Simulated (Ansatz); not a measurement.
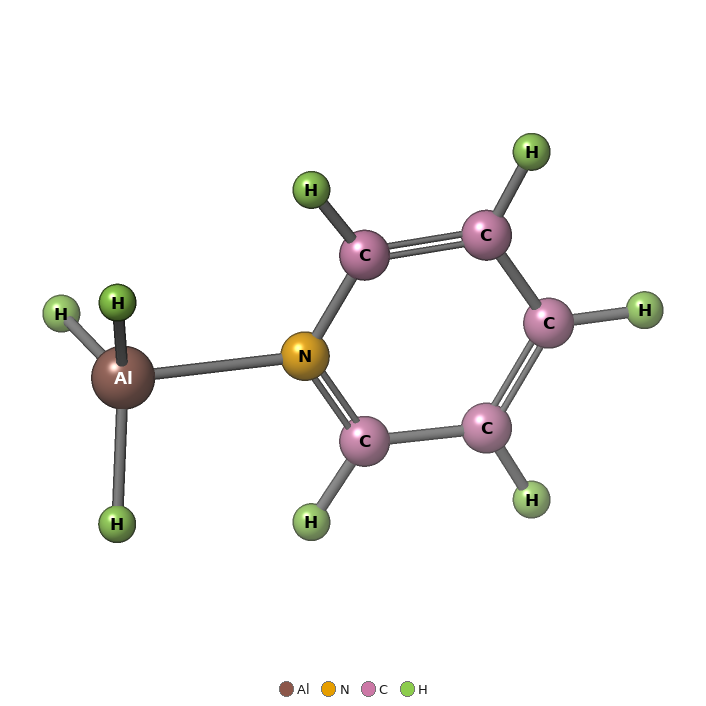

Depth is shown by fading: the farther an atom, the more it takes the colour of the background. Computed geometry: PBE-D4/def2-SVP optimisation. No frequency run is at hand to confirm it as a minimum.

Q: Which symmetry elements does this geometry have?

A: It has 1 mirror plane, so the point group is Cs. The group has 2 operations. The geometry is achiral, and symmetry allows a dipole moment.
